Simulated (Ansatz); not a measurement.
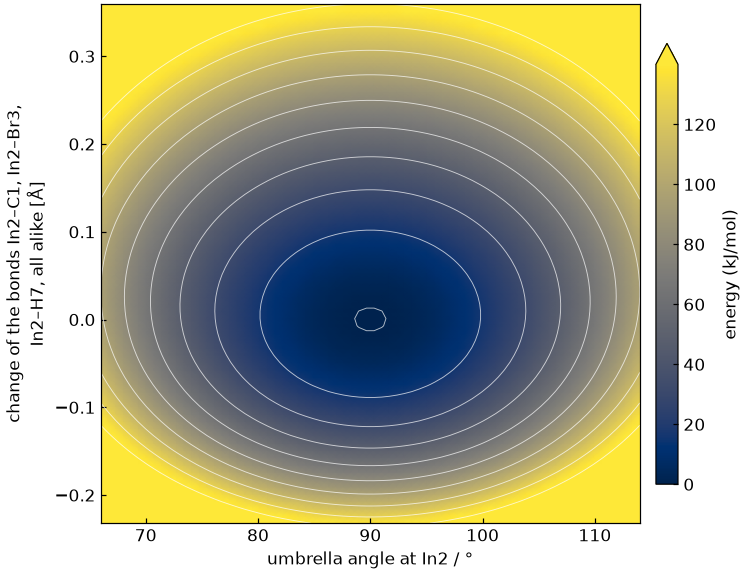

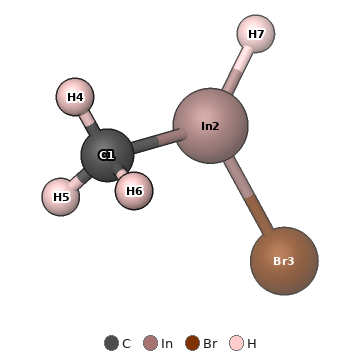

Energy landscape of CH₄BrIn, SMILES [CH3][InH][Br]. The first coordinate is: umbrella angle at In2 (between each of its bonds and their common axis; 90 is planar); the second: change of the bonds In2–C1, In2–Br3, In2–H7, all alike. Nothing is relaxed (all other coordinates rigid). The scan uses a 13 × 13 grid. Points are written as (first, second). Energies are in kJ/mol, from the lowest grid point. The calculation used Ansatz, RKS PBE0-D4/def2-TZVP.

The picture shows a smooth colour map with a few white contour lines, one colour for all values above the top of the scale. Between grid points the surface is interpolated. The second picture is the structure at the lowest point.

What does the map say about the system?

Answer. The lowest grid point is at (90°, 0.014 Å). It is the only kind of minimum in the scanned range. The highest grid point, (66°, −0.232 Å), lies 267 kJ/mol above the lowest. Round the minimum the two coordinates are nearly uncoupled.

Time for the 169 points that were run: 47 min on 1 thread of Arm Neoverse N1, on a shared host.
